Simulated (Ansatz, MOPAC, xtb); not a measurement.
## A ladder of methods for BHO2 (oxoborinic acid)

BHO2, singlet, SMILES `O=BO`. Each level relaxes the structure for itself.

Quantity: the highest harmonic wavenumber at each level's own minimum, in cm⁻¹. The values are calculated.

| level | kind | program | value (cm⁻¹) |
| --- | --- | --- | --- |
| MNDO | semi-empirical | MOPAC | 3970 |
| MNDOD | semi-empirical | MOPAC | 3970 |
| PM3 | semi-empirical | MOPAC | 3869 |
| GFN1-xTB | semi-empirical | xtb | 3739 |
| HF/STO-3G | Hartree–Fock | Ansatz | 4290 |
| HF/3-21G | Hartree–Fock | Ansatz | 3973 |
| HF/6-31G* (Cartesian functions) | Hartree–Fock | Ansatz | 4121 |
| SVWN5/def2-TZVP | LDA | Ansatz | 3764 |
| PBE/def2-SVP | GGA | Ansatz | 3770 |
| BLYP/cc-pVTZ | GGA | Ansatz | 3727 |

Harmonic and unscaled. The values span 3727 to 4290 cm⁻¹.

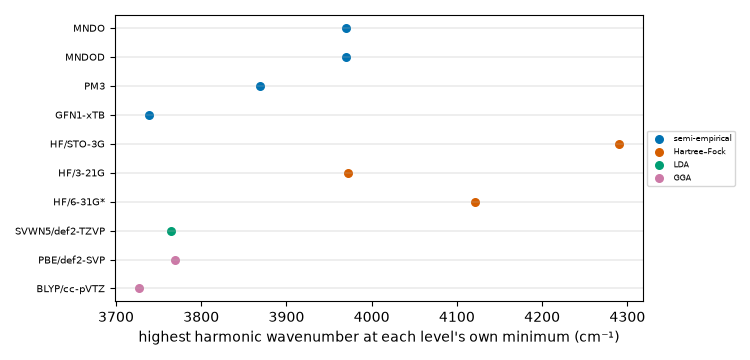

The values of the table, level by level.
